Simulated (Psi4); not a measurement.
BP2NH8: interaction calculation (part 2 of 2)

Continued. System: BP2NH8, SMILES BN.PP. Method: B3LYP/aug-cc-pVDZ, RKS, dispersion D3(BJ) (Psi4 1.11). The geometry comes from this level: GFN2-xTB.

Geometry of the input (Å):
```
B  0.0789  -2.5598  0.1320
N  1.1569  -1.7506  0.4174
H  -0.3680  -3.2338  0.9796
H  -0.3721  -2.5427  -0.9500
H  1.6029  -1.1523  -0.2593
H  1.6046  -1.7104  1.3180
P  0.0199  1.7947  -0.2742
P  -1.4781  3.3410  -0.3507
H  -0.1838  1.5289  1.0803
H  -0.8655  0.7897  -0.6584
H  -1.3066  3.5644  -1.7176
H  -0.5848  4.3631  -0.0247
```

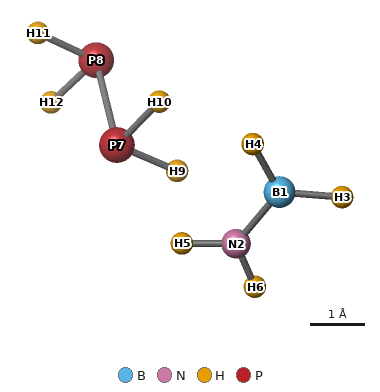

*The input geometry (ball-and-stick view, seen at a tilt; atoms are numbered from 1 in the order of the input).*

Output, continued:
```
   -------------------------
    Irrep   Nso     Nmo
   -------------------------
     A         90      90
   -------------------------
    Total      90      90
   -------------------------

  ==> Iterations <==

                           Total Energy        Delta E     RMS |[F,P]|

   @DF-RKS iter SAD:  -684.92219322693234   -6.84922e+02   0.00000e+00
   @DF-RKS iter   1:  -685.06473807318434   -1.42545e-01   3.61684e-03 ADIIS/DIIS
   @DF-RKS iter   2:  -685.08640171229388   -2.16636e-02   3.10197e-03 ADIIS/DIIS
   @DF-RKS iter   3:  -685.14086878278488   -5.44671e-02   3.62995e-04 ADIIS/DIIS
   @DF-RKS iter   4:  -685.14170623420421   -8.37451e-04   4.07488e-05 DIIS
   @DF-RKS iter   5:  -685.14171715979035   -1.09256e-05   7.30515e-06 DIIS
   @DF-RKS iter   6:  -685.14171750101923   -3.41229e-07   1.11505e-06 DIIS
   @DF-RKS iter   7:  -685.14171750844298   -7.42375e-09   3.86972e-07 DIIS
  Energy and wave function converged.

  ==> Post-Iterations <==

   Electrons on quadrature grid:
      Ntotal   =   34.0000044710 ; deviation = 4.471e-06

    Final Occupation by Irrep:
              A
    DOCC [    17 ]
    NA   [    17 ]
    NB   [    17 ]

  @DF-RKS Final Energy:  -685.14171750844298

   => Energetics <=

    Nuclear Repulsion Energy =             91.1995009789837638
    One-Electron Energy =               -1127.7808105902449824
    Two-Electron Energy =                 390.1363889133351108
    DFT Exchange-Correlation Energy =     -38.6885590154388339
    Empirical Dispersion Energy =          -0.0082377950779401
    VV10 Nonlocal Energy =                  0.0000000000000000
    Total Energy =                       -685.1417175084428663

Computation Completed

Properties will be evaluated at   0.000000,   0.000000,   0.000000 [a0]

Properties computed using the SCF density matrix

 Multipole Moments:

 ------------------------------------------------------------------------------------
     Multipole            Electronic (a.u.)      Nuclear  (a.u.)        Total (a.u.)
 ------------------------------------------------------------------------------------

 L = 1.  Multiply by 2.5417464519 to convert [e a0] to [Debye]
 Dipole X            :         46.8873215          -46.8909649           -0.0036434
 Dipole Y            :       -164.9419369          164.9372615           -0.0046753
 Dipole Z            :         20.2014565          -20.2082965           -0.0068400
 Magnitude           :                                                    0.0090509

 ------------------------------------------------------------------------------------

	total time  =          4 seconds =       0.07 minutes

    Psi4 run time: 0:00:03.79

    -----------------------------------------------------------------------
                               Psi4 1.11 release

    h
    h
    h

    -----------------------------------------------------------------------

    Memory:     1.5 GiB
    Threads:    1
                ecpint, einsums, f̶o̶r̶t̶e̶, gauxc, gcp, g̶d̶m̶a̶, geometric, g̶p̶u̶_̶d̶f̶c̶c̶,
                i̶n̶t̶e̶g̶r̶a̶t̶o̶r̶x̶x̶, i̶p̶i̶, libefp, m̶d̶i̶, m̶p̶2̶d̶, m̶r̶c̶c̶, ooo,
                o̶p̶e̶n̶f̶e̶r̶m̶i̶o̶n̶p̶s̶i̶4̶, pcmsolver, p̶s̶i̶4̶f̶o̶c̶k̶c̶i̶, p̶s̶i̶x̶a̶s̶,
                p̶y̶e̶i̶n̶s̶u̶m̶s̶, r̶e̶s̶p̶, s̶i̶m̶i̶n̶t̶, s̶n̶s̶m̶p̶2̶,
                v̶2̶r̶d̶m̶_̶c̶a̶s̶s̶c̶f̶

  ==> Geometry <==

    Molecular point group: c1
    Full point group: C1

    Geometry (in Bohr), charge = 0, multiplicity = 1:

       Center              X                  Y                   Z               Mass
    ------------   -----------------  -----------------  -----------------  -----------------
         B            0.149137185821    -4.837226449641     0.249481643083    11.009305360000
         N            2.186186360020    -3.308230144272     0.788809479289    14.003074004430
         H           -0.695343625124    -6.111071933550     1.851156815237     1.007825032230
         H           -0.703185988544    -4.805101105508    -1.795277613707     1.007825032230
         H            3.029098698280    -2.177474722581    -0.490062676115     1.007825032230
         H            3.032330129955    -3.232263154028     2.490753519660     1.007825032230
         P            0.037586652635     3.391472580098    -0.518219595384    30.973761998420
         P           -2.793185288778     6.313518293371    -0.662651363153    30.973761998420
         H           -0.347274970075     2.889221170474     2.041490030593     1.007825032230
         H           -1.635557961584     1.492411207580    -1.244176783740     1.007825032230
         H           -2.469059463739     6.735702007059    -3.245812490348     1.007825032230
         H           -1.105092940907     8.245064057985    -0.046732927083     1.007825032230

  Running in c1 symmetry.

  Rotational constants: A =      0.43127  B =      0.02418  C =      0.02338 [cm^-1]
  Rotational constants: A =  12929.29142  B =    724.78652  C =    700.86578 [MHz]
  Nuclear repulsion =  183.583018159306505

  Charge       = 0
  Multiplicity = 1
  Electrons    = 50
  Nalpha       = 25
  Nbeta        = 25

  ==> Primary Basis <==

  Basis Set: AUG-CC-PVDZ
    Blend: AUG-CC-PVDZ
    Number of shells: 80
    Number of basis functions: 172
    Number of Cartesian functions: 180
    Spherical Harmonics?: true
    Max angular momentum: 2

   => Molecular Quadrature <=

    Radial Scheme          =       TREUTLER
    Pruning Scheme         =           NONE
    Nuclear Scheme         =       TREUTLER

    Blocking Scheme        =         OCTREE
    BS radius alpha        =              1
    Pruning alpha          =              1
    Radial Points          =             75
    Spherical Points       =            302
    Total Points           =         261637
    Total Blocks           =           1976
    Max Points             =            256
    Max Functions          =            172
    Weights Tolerance      =       1.00E-15

  ==> Integral Setup <==

  DFHelper Memory: AOs need 0.154 GiB; user supplied 0.154 GiB.
  SCF_SUBTYPE=INCORE selected. In-core MEM_DF algorithm will be used.
  Using in-core AOs.

  ==> MemDFJK: Density-Fitted J/K Matrices <==

    J tasked:                   Yes
    K tasked:                   Yes
    wK tasked:                   No
    Memory [MiB]:               157
    Algorithm:                 Core
    Schwarz Cutoff:           1E-12
    Mask sparsity (%):       3.5357
    Fitting Condition:        1E-10

   => Auxiliary Basis Set <=

  Basis Set: (AUG-CC-PVDZ AUX)
    Blend: AUG-CC-PVDZ-JKFIT
    Number of shells: 232
    Number of basis functions: 684
    Number of Cartesian functions: 782
    Spherical Harmonics?: true
    Max angular momentum: 3

  Cached 50.0% of DFT collocation blocks in 0.520 [GiB].

  Minimum eigenvalue in the overlap matrix is 1.2645594865E-04.
  Reciprocal condition number of the overlap matrix is 1.1839921892E-05.
    Using symmetric orthogonalization.

  ==> Pre-Iterations <==

  SCF Guess: Superposition of Atomic Densities via on-the-fly atomic UHF (no occupation information).

   -------------------------
    Irrep   Nso     Nmo
   -------------------------
     A        172     172
   -------------------------
    Total     172     172
   -------------------------

  ==> Iterations <==

                           Total Energy        Delta E     RMS |[F,P]|

   @DF-RKS iter SAD:  -766.35899741464630   -7.66359e+02   0.00000e+00
   @DF-RKS iter   1:  -766.81481793737817   -4.55821e-01   5.09158e-03 ADIIS/DIIS
   @DF-RKS iter   2:  -766.42401811209947    3.90800e-01   6.98201e-03 ADIIS/DIIS
   @DF-RKS iter   3:  -767.18701313719635   -7.62995e-01   1.00074e-03 ADIIS/DIIS
   @DF-RKS iter   4:  -767.20110279824416   -1.40897e-02   3.39432e-04 ADIIS/DIIS
   @DF-RKS iter   5:  -767.20321440672217   -2.11161e-03   5.12201e-05 DIIS
   @DF-RKS iter   6:  -767.20326807624292   -5.36695e-05   1.30409e-05 DIIS
   @DF-RKS iter   7:  -767.20327151897948   -3.44274e-06   4.15583e-06 DIIS
   @DF-RKS iter   8:  -767.20327189029308   -3.71314e-07   8.82054e-07 DIIS
  Energy and wave function converged.

  ==> Post-Iterations <==

   Electrons on quadrature grid:
      Ntotal   =   50.0000008322 ; deviation = 8.322e-07

    Orbital Energies [Eh]
    ---------------------

    Doubly Occupied:

       1A    -77.093201     2A    -77.093173     3A    -14.338474
       4A     -6.735475     5A     -6.564527     6A     -6.564416
       7A     -4.726216     8A     -4.725987     9A     -4.725899
      10A     -4.725837    11A     -4.722090    12A     -4.721959
      13A     -0.879945    14A     -0.705253    15A     -0.595026
      16A     -0.535718    17A     -0.518972    18A     -0.423919
      19A     -0.401151    20A     -0.371024    21A     -0.353781
      22A     -0.334818    23A     -0.325539    24A     -0.311161
      25A     -0.244640

    Virtual:

      26A     -0.023931    27A     -0.022092    28A     -0.007761
      29A      0.001962    30A      0.003036    31A      0.013021
      32A      0.017918    33A      0.025196    34A      0.030943
      35A      0.034718    36A      0.043415    37A      0.046999
      38A      0.050636    39A      0.055646    40A      0.069703
      41A      0.073611    42A      0.079236    43A      0.083908
      44A      0.089876    45A      0.102179    46A      0.107601
      47A      0.111611    48A      0.113279    49A      0.116591
      50A      0.123759    51A      0.138237    52A      0.139166
      53A      0.144558    54A      0.149336    55A      0.165282
      56A      0.172847    57A      0.178246    58A      0.192453
      59A      0.205040    60A      0.215418    61A      0.225157
      62A      0.234778    63A      0.244846    64A      0.254670
      65A      0.271605    66A      0.273458    67A      0.295631
      68A      0.297944    69A      0.305102    70A      0.322468
      71A      0.331147    72A      0.336007    73A      0.342038
      74A      0.347894    75A      0.358348    76A      0.361749
      77A      0.373847    78A      0.380901    79A      0.383393
      80A      0.384973    81A      0.390954    82A      0.402326
      83A      0.408877    84A      0.417898    85A      0.431515
      86A      0.439706    87A      0.449756    88A      0.452486
      89A      0.460030    90A      0.462547    91A      0.482116
      92A      0.496378    93A      0.504675    94A      0.515206
      95A      0.519200    96A      0.530215    97A      0.546369
      98A      0.556429    99A      0.588923   100A      0.607008
     101A      0.638764   102A      0.648395   103A      0.663097
     104A      0.668958   105A      0.687019   106A      0.692791
     107A      0.724167   108A      0.730213   109A      0.738347
     110A      0.773338   111A      0.777893   112A      0.781679
     113A      0.783829   114A      0.801749   115A      0.808074
     116A      0.834347   117A      0.851295   118A      0.867167
     119A      0.875654   120A      0.894107   121A      0.933810
     122A      0.953556   123A      0.990982   124A      1.007025
     125A      1.015512   126A      1.041512   127A      1.061655
     128A      1.071261   129A      1.085625   130A      1.091916
     131A      1.122210   132A      1.141729   133A      1.143563
     134A      1.205544   135A      1.245899   136A      1.340347
     137A      1.377815   138A      1.456054   139A      1.475348
     140A      1.508247   141A      1.545354   142A      1.591767
     143A      1.639842   144A      1.720684   145A      1.742794
     146A      1.758081   147A      1.778103   148A      1.785519
     149A      1.799045   150A      1.814058   151A      1.838766
     152A      1.874454   153A      1.887466   154A      1.985990
     155A      2.024042   156A      2.059872   157A      2.079175
     158A      2.094777   159A      2.103013   160A      2.118389
     161A      2.135969   162A      2.182305   163A      2.202628
     164A      2.240681   165A      2.408367   166A      2.426187
     167A      2.488058   168A      2.597544   169A      2.711892
     170A      2.936335   171A      3.031920   172A      3.261050

    Final Occupation by Irrep:
              A
    DOCC [    25 ]
    NA   [    25 ]
    NB   [    25 ]

  @DF-RKS Final Energy:  -767.20327189029308

   => Energetics <=

    Nuclear Repulsion Energy =            183.5830181593065049
    One-Electron Energy =               -1421.2491355182974075
    Two-Electron Energy =                 519.2801130541553221
    DFT Exchange-Correlation Energy =     -48.8031680745226097
    Empirical Dispersion Energy =          -0.0140995109347863
    VV10 Nonlocal Energy =                  0.0000000000000000
    Total Energy =                       -767.2032718902930810

Computation Completed

Properties will be evaluated at   0.000000,   0.000000,   0.000000 [a0]

Properties computed using the SCF density matrix

 Multipole Moments:

 ------------------------------------------------------------------------------------
     Multipole            Electronic (a.u.)      Nuclear  (a.u.)        Total (a.u.)
 ------------------------------------------------------------------------------------

 L = 1.  Multiply by 2.5417464519 to convert [e a0] to [Debye]
 Dipole X            :         26.7219681          -26.1790752            0.5428929
 Dipole Y            :       -100.8592845          101.2676074            0.4083228
 Dipole Z            :         11.5318863          -11.3826519            0.1492343
 Magnitude           :                                                    0.6955078

 ------------------------------------------------------------------------------------

	total time  =         17 seconds =       0.28 minutes

    Psi4 run time: 0:00:16.76

  //>>>>>>>>>>>>>>>>>>>>>>>>>>>>>>>>>>>//
  //          ManyBody Results         //
  //<<<<<<<<<<<<<<<<<<<<<<<<<<<<<<<<<<<//

   ==> N-Body: Non-Counterpoise Corrected (NoCP) energies <==

              MC n-Body  Total Energy            Interaction Energy                          N-body Contribution to Interaction Energy
                         [Eh]                    [Eh]                  [kcal/mol]            [Eh]                  [kcal/mol]
              §A  1     -767.200549716589        0.000000000000        0.000000000000        0.000000000000        0.000000000000
     FULL/RTN §A  2     -767.203271890293       -0.002722173704       -1.708189788315       -0.002722173704       -1.708189788315

   MC Legend: §A: "(auto)"

[set-up sections that repeat, and orbital energies of the middle runs, are left out above]
```

Standard output:
```
total energy -0.00272217 hartree = -0.07407 eV
CALCINFO NATOM                                     12.0000000000
CALCINFO NFR                                        2.0000000000
CALCINFO NMC                                        1.0000000000
CURRENT ENERGY                                     -0.0027221737
N-BODY (1)@(1) TOTAL ENERGY                       -82.0588322081
N-BODY (1, 2)@(1, 2) TOTAL ENERGY                -767.2032718903
N-BODY (2)@(2) TOTAL ENERGY                      -685.1417175084
NBODY NUMBER                                        3.0000000000
NOCP-CORRECTED 2-BODY CONTRIBUTION TO ENERGY       -0.0027221737
NOCP-CORRECTED INTERACTION ENERGY                  -0.0027221737
NOCP-CORRECTED INTERACTION ENERGY THROUGH 1-BODY       0.0000000000
NOCP-CORRECTED INTERACTION ENERGY THROUGH 2-BODY      -0.0027221737
NOCP-CORRECTED TOTAL ENERGY                      -767.2032718903
NOCP-CORRECTED TOTAL ENERGY THROUGH 1-BODY       -767.2005497166
NOCP-CORRECTED TOTAL ENERGY THROUGH 2-BODY       -767.2032718903
NUCLEAR REPULSION ENERGY                          183.5830181593
```

Summary:

| quantity | value |
| --- | --- |
| outcome | converged |
| basis functions | 172 |
| wall time | 28 s |
| peak memory | 0.98 GiB |
